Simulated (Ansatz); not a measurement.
The starting structures come from a database of crystals and need not be the phases stable at ambient conditions.

 Where the default PAW files enter, the runs use the earlier of Ansatz's two default sets.

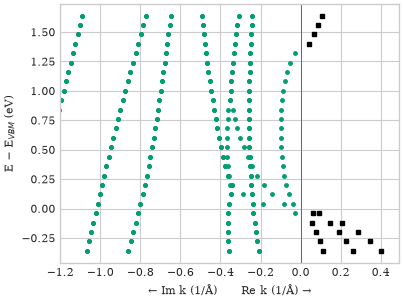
Figure: Complex bands at the centre of the two-dimensional zone; PBEsol (Ansatz, a program for electronic structure)

The gap is the functional's own. No spin-orbit coupling. Mid-gap values are interpolated on the energy grid.

### Question
This is MgCdTe$_{2}$ (P-4m2, not sure to be the ambient phase, 4 atoms a cell, 34.5 Å³ an atom) along the normal of (111). Read off the slowest decay at the centre of the two-dimensional zone at 0.68 eV, the computed energy nearest the middle of the gap.

### Answer
κ ≈ 0.10 1/Å, a decay length 1/(2κ) of the density of 5.0 Å.
